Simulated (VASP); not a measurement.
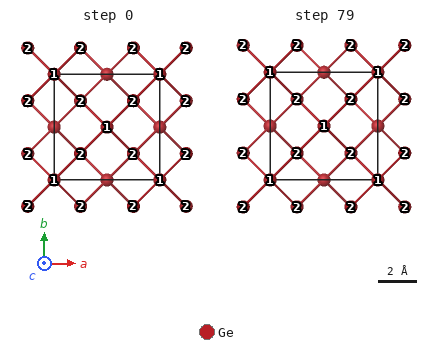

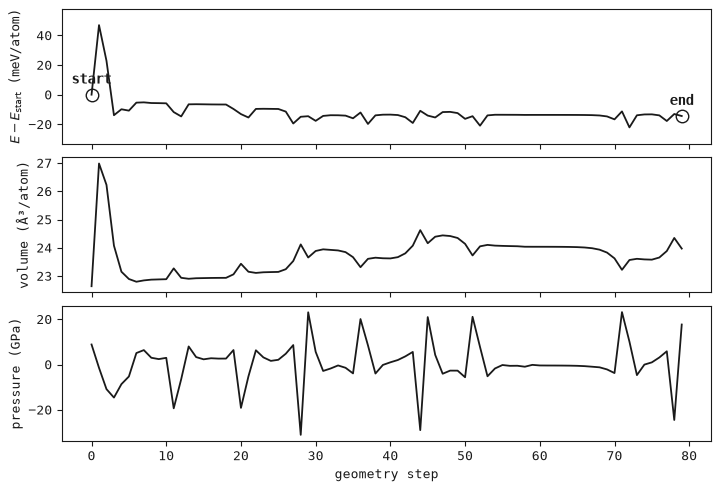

First and last geometry of a relaxation of a crystal of Ge (set up in Fd-3m), with the history of the run. The picture is a ball-and-stick view of the conventional cell (4 times the calculation's cell), seen along the c axis. Lengths and directions refer to the drawn axes.

The run lets cell and atoms move.

Computed with Kohn-Sham DFT of a periodic cell, PBE, VASP PAW PBE potentials, recommended in VASP 6.6.1.

Input
```
ALGO     = Normal         # electronic algorithm
EDIFF    = 0.05           # SCF threshold, eV
EDIFFG   = -0.002         # ionic threshold
ENCUT    = 520            # plane-wave cutoff, eV
GGA      = PE             # functional
IBRION   = 2              # ionic algorithm
ISIF     = 3              # what is computed and relaxed
ISMEAR   = 0              # smearing method
LASPH    = T              # aspherical terms in the spheres
LCHARG   = F              # write CHGCAR
LREAL    = F              # projectors in reciprocal space
LWAVE    = F              # write WAVECAR
NELM     = 100            # most SCF steps
NSW      = 80             # ionic steps
PREC     = Accurate       # precision mode
SIGMA    = 0.02           # smearing width, eV
```

Run as
```bash
cat potpaw_PBE.64/Ge_d/POTCAR > POTCAR
mpirun -np 1 vasp_std > vasp.out
```

What do the curves and the structures tell?

The relaxation stopped without meeting its thresholds, so the last structure isn't shown to be converged. Over 79 geometry steps the energy falls by 14.4 meV per atom. All forces vanish by symmetry, so only the cell relaxes. The pressure goes from 8.84 to 17.66 GPa. No atom moves by more than 0.005 Å relative to the cell. The drawn cell changes as follows: a = b = c 5.658 → 5.767 Å (+1.9 %); the volume changes by +5.9 %. Among the contacts that change: Ge1–Ge2 2.450 → 2.497 Å. The space group stays Fd-3m (No. 227). At step 1 the optimiser overshot: the energy rose above the start, and later steps came back.

```tsv
step	E − E(0), meV/atom	pressure, GPa	volume, Å³/atom
0	0.00	8.84	22.639
1	46.93	-1.48	26.983
2	22.85	-10.88	26.225
3	-13.87	-14.61	24.075
4	-9.85	-8.67	23.153
5	-10.78	-5.29	22.895
6	-5.39	5.06	22.798
7	-5.19	6.37	22.845
8	-5.65	2.98	22.872
9	-5.72	2.39	22.880
10	-5.84	2.94	22.887
14	-6.45	3.28	22.922
17	-6.63	2.60	22.934
21	-15.42	-5.26	23.152
25	-9.66	2.09	23.145
28	-14.92	-31.07	24.119
32	-13.88	-1.76	23.925
35	-15.95	-3.93	23.667
39	-13.51	-0.19	23.628
43	-19.10	5.55	24.074
46	-15.40	4.25	24.391
50	-16.32	-5.63	24.139
54	-13.56	-1.75	24.076
57	-13.60	-0.55	24.054
61	-13.66	-0.44	24.035
64	-13.67	-0.51	24.029
68	-14.04	-1.24	23.933
72	-22.09	10.09	23.567
75	-13.29	0.95	23.579
79	-14.41	17.66	23.972
```
